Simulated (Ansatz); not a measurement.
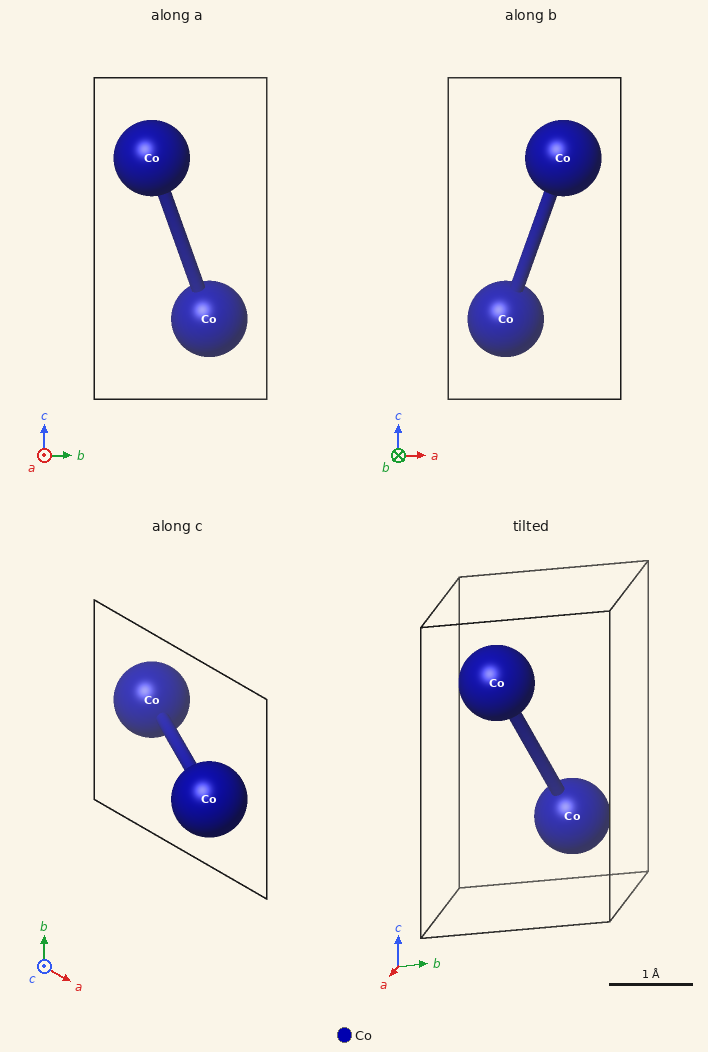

Structure drawing (ball-and-stick), viewed along the a axis, along the b axis, along the c axis and slightly off an axis. Atoms at the boundary of the conventional unit cell (the box) are drawn once for each face, edge or corner they touch.

Lattice parameters: a = 2.429 Å, b = 2.429 Å, c = 3.918 Å, α = 90.00°, β = 90.00°, γ = 120.00°.

Record the structure as a table of Wyckoff sites.

Answer. Space group P6_3/mmc (No. 194).
```
atom  site       x       y       z
  Co    2c  0.3333  0.6667  0.2500
```

Provenance: the standard structure of this element. Earlier steps of the study may have refined or changed the cell and positions. It was the input of a calculation with Ansatz.
